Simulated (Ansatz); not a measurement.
**Pressure series in Ca3SiO**

Base system: Ca₃SiO (space group Imma, No. 74; a = 6.5828 Å, b = 9.3087 Å, c = 6.6031 Å; a cell from a computed database, its experimental status unchecked).

Cell and atoms are relaxed at each pressure.

Method: PBEsol (Ansatz, a program for electronic structure; PAW; 420 eV plane waves; spin-orbit coupling left out).

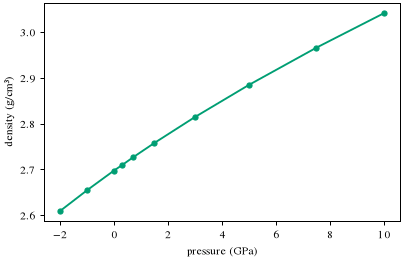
Density against pressure

```csv
pressure (GPa),density
-2,2.61 g/cm³
-1,2.65 g/cm³
0.3,2.71 g/cm³
0.7,2.73 g/cm³
1.5,2.76 g/cm³
3,2.81 g/cm³
5,2.88 g/cm³
7.5,2.97 g/cm³
10,3.04 g/cm³
```

The mesh was chosen for an insulator and is coarse for the gapless case. Load acts through the strain it causes; cell and atoms are relaxed under it. Whether these cells are dynamically stable was not tested. No other phases were tried under pressure. All final runs are without spin polarisation.
